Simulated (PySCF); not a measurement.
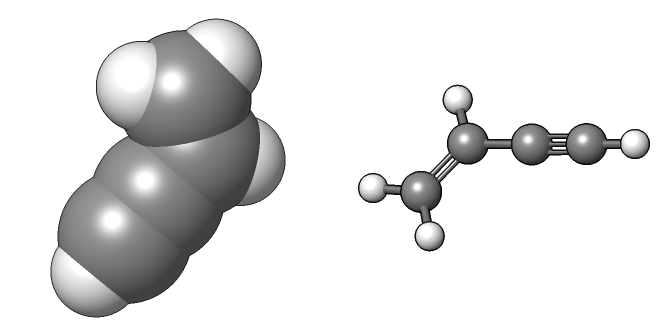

Both panels show the same species. Colours: carbon grey, hydrogen white.

Computed geometry: PBE0-D3(BJ)/def2-SVP optimisation. No frequency run is at hand to confirm it as a minimum.

> Which formula does it have?

C4H4, 8 atoms: 4 carbon and 4 hydrogen.

> Name some functional groups or characteristic bonds that it holds.

Among them: alkene, alkyne.

> Give the symmetry (Schoenflies symbol).

Cs.

More results for the same structure follow; atom numbers are the same in all pictures, views and colours differ.

## Geometry

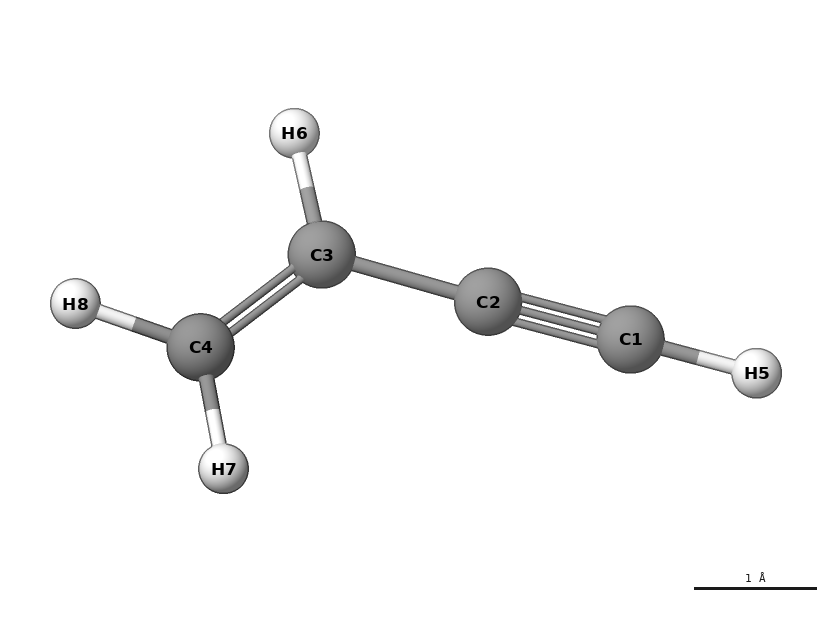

The atoms are numbered. No frequency run is at hand to confirm it as a minimum.

List the bonds and their lengths.

```json
{"bond": "C1–C2", "length (Å)": "1.214", "order": "triple"}
{"bond": "C1–H5", "length (Å)": "1.074", "order": "single"}
{"bond": "C2–C3", "length (Å)": "1.424", "order": "single"}
{"bond": "C3–C4", "length (Å)": "1.341", "order": "double"}
{"bond": "C3–H6", "length (Å)": "1.097", "order": "single"}
{"bond": "C4–H7", "length (Å)": "1.093", "order": "single"}
{"bond": "C4–H8", "length (Å)": "1.092", "order": "single"}
```

## Electronic properties

No frequency run is at hand to confirm it as a minimum. Method: B3LYP/pcJ-1, gas phase (PySCF 2.14.0).

Predict the main results.

- dipole moment: 0.40 D
- HOMO energy (Kohn–Sham orbital): −6.95 eV
- LUMO energy (Kohn–Sham orbital): −1.19 eV
- HOMO–LUMO gap: 5.76 eV

## Polarisability

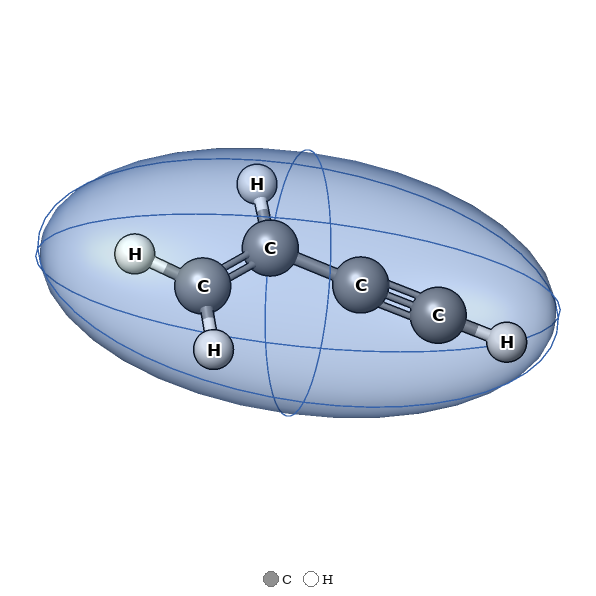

The ellipsoid shows the static dipole polarisability: its half-axes are proportional to the principal values. No frequency run is at hand to confirm it as a minimum. Level of theory: CAM-B3LYP/def2-SVPD (PySCF 2.14.0).

> Give the principal values, the mean and the anisotropy.

Principal values 31.7, 40.6, 77.4 bohr³; mean 49.9 bohr³ (7.40 Å³); anisotropy 42.0 bohr³, so the longest axis is 2.44 times the shortest.

## Core levels

No frequency run is at hand to confirm it as a minimum. Method: delta-SCF UKS SCAN, pcX-2 on the ionised atom, pcseg-1 elsewhere, spin-free X2C (PySCF 2.14.0).

Give the core-electron binding energies (to vacuum) of C1 1s, C2 1s, C3 1s, C4 1s.

| atom | level | binding energy (eV) |
| --- | --- | --- |
| C1 | 1s | 290.3 |
| C2 | 1s | 290.9 |
| C3 | 1s | 291.5 |
| C4 | 1s | 290.5 |

## Excitation

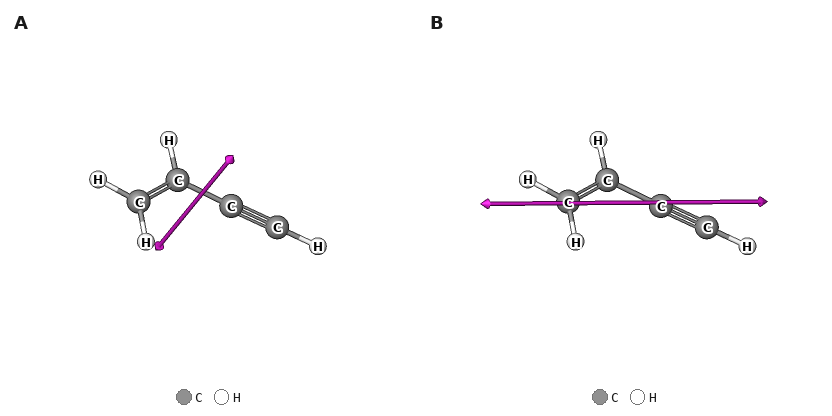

The double arrows show the directions of two transition dipoles from the ground state (lengths mean nothing). No frequency run is at hand to confirm it as a minimum. Properties computed with TDDFT CAM-B3LYP/def2-SVPD, vertical, gas phase, core orbitals frozen in the response (PySCF 2.14.0).

> One belongs to singlet state 5 and one to singlet state 6. Which is which?

A: state 6, 7.84 eV (158 nm), oscillator strength 0.053, of mixed character, with the largest part HOMO → LUMO+3 (weight 0.49); polarised normal to the molecular plane.
B: state 5, 7.61 eV (163 nm), oscillator strength 0.44, of mixed character, with the largest part HOMO−2 → LUMO (weight 0.32).
